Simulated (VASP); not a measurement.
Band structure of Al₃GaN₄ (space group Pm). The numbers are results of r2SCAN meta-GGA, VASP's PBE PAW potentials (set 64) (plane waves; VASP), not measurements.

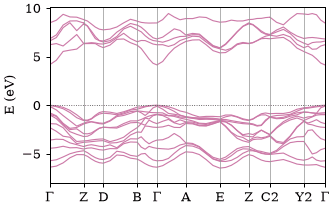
Figure: Bands along high-symmetry lines, zero at the valence-band maximum or, without a gap, the Fermi level

Read the plot: is there a gap, and where are the band edges?

The gap is direct, 4.16 eV, from the valence maximum at Γ to the conduction minimum at Γ.

The structure comes from a computed database's Al3GaN4 entry (Pm); how it stands against other phases isn't given here. It was relaxed first.
